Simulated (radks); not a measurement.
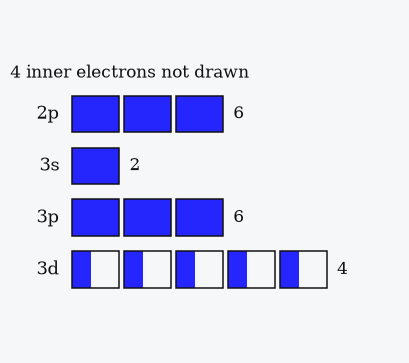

**Figure 1.** The outer shells as the input fills them: a box for each of the 2l + 1 orbitals, shaded by the share of the shell that is filled, with the electron count at the right.

Run report: Mn³⁺, atomic calculation

The Mn³⁺ ion in the configuration [Ar] 3d4 (high spin). Computed at this level: non-relativistic Kohn-Sham, LDA (Slater exchange, Perdew-Zunger correlation), spin-polarised, spherical densities, point nucleus (the in-house radial solver radks).

Log:
```
1s      1   1.0000        -235.03360381
2s      1   1.0000         -28.24708883
2p      1   3.0000         -24.43717634
3s      1   1.0000          -4.45600037
3p      1   3.0000          -3.36116219
3d      1   4.0000          -1.58834183
1s      2   1.0000        -235.03320807
2s      2   1.0000         -28.16899999
2p      2   3.0000         -24.37747855
3s      2   1.0000          -4.29476907
3p      2   3.0000          -3.20346396
3d      2   0.0000          -1.43928445
Etot -1146.480604344257
Ekin 1145.1312858156043
Encl -2697.5334122527647
Eh 454.49826241951007
Exc -48.576740326606554
err 4.9204302634808935e-09
it 14
```

Orbitals:

```csv
orbital,occupation,energy (eV),⟨r⟩ (bohr),outer maximum (bohr)
1s up,1,−6395.6,0.06167,0.0406
1s down,1,−6395.6,0.06167,0.0406
2s up,1,−768.642,0.2834,0.236
2s down,1,−766.518,0.2829,0.236
2p up,3,−664.969,0.2488,0.190
2p down,3,−663.345,0.2483,0.189
3s up,1,−121.254,0.8524,0.741
3s down,1,−116.867,0.8563,0.742
3p up,3,−91.462,0.8907,0.750
3p down,3,−87.171,0.8971,0.752
3d up,4,−43.221,1.028,0.731
3d down,0,−39.165,1.059,0.740
```

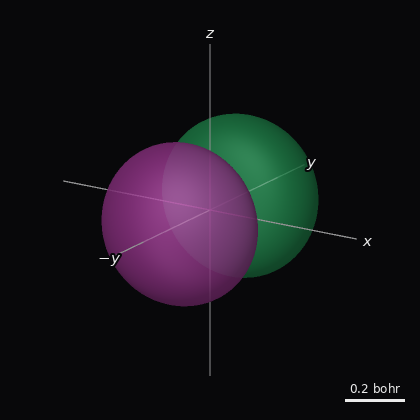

**Figure 2.** The 2p(y) orbital of down spin. The surface of constant |ψ| that holds about 85 % of the electron is drawn, green where ψ is positive and pink where it is negative. The radial function comes from the spherical calculation and is multiplied by a real spherical harmonic; the overall sign is chosen so that the largest lobe of P(r) is positive. It has the nodal plane xz and no radial node. The maximum of P² lies at 0.189 bohr, ⟨r⟩ = 0.248 bohr, 90 % of the charge lies within 0.407 bohr, and the eigenvalue is −663.3 eV, with 3 electrons in the shell for this spin.

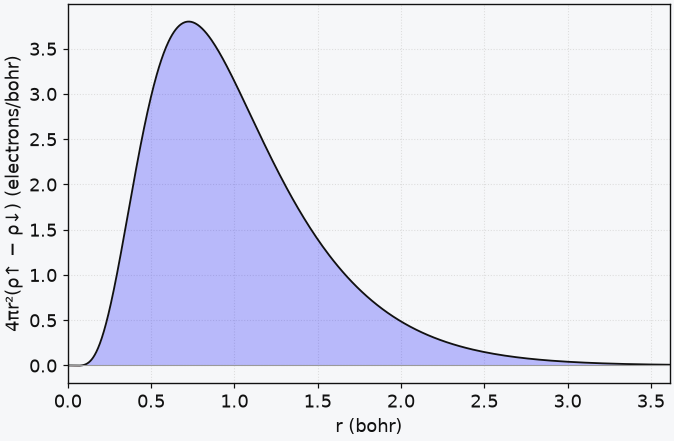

**Figure 3.** The radial spin density. The curve integrates to 4 unpaired electrons, held by 3d (+4). Its largest value, 3.80 electrons/bohr, lies near r = 0.73 bohr. Regions of the opposite sign are negligible. At the nucleus the spin density is −0.799 bohr⁻³.

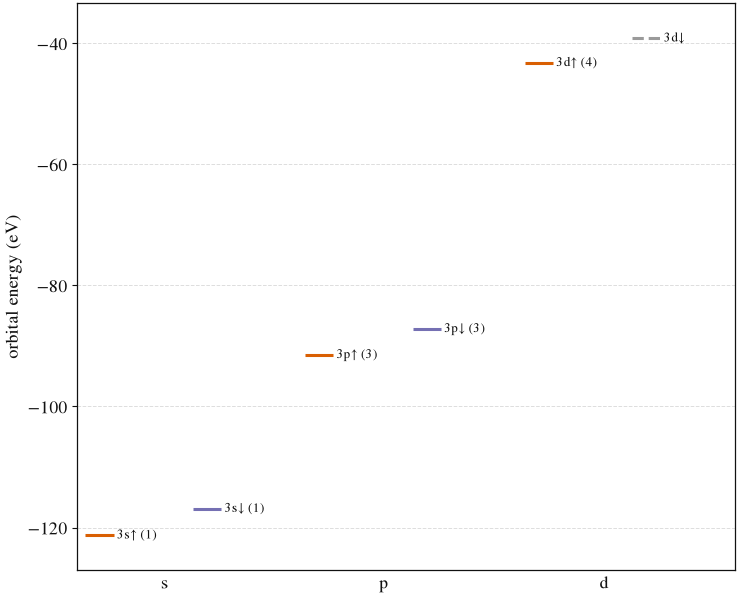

**Figure 4.** The outer levels are drawn by angular momentum (occupations in brackets, up spins at the left of each column and down spins at the right, empty levels dashed). The highest occupied level is 3d up at −43.2 eV. From the top down the occupied levels run 3d up (−43.2 eV), 3p down (−87.2 eV), 3p up (−91.5 eV), 3s down (−116.9 eV), 3s up (−121.3 eV). The lowest empty level drawn is 3d down at −39.2 eV. The largest exchange splitting (down less up) among the shells drawn in both spins is that of 3s, 4.39 eV. The semi-empirical ionisation energy (NIST) is 51.2 eV; minus the highest level, 43.2 eV, lies 16 % below it, as is usual for a semilocal functional, whose potential decays too fast.

Input file:
```
Z 25
configuration [Ar] 3d4
relativity non-relativistic
functional lda,pz
spin polarised
nucleus point
```

Energies in input and log are in hartree, lengths in bohr.

Summary:

- outcome: converged
- total energy: −1146.4806 hartree
- kinetic energy: 1145.1313 hartree
- electron–nucleus energy: −2697.5334 hartree
- Hartree energy: 454.498262 hartree
- exchange–correlation energy: −48.576740 hartree
- radius at density 0.001 e/bohr³: 2.74 bohr
- SCF iterations: 14
- hardware: 1 CPU thread, shared host
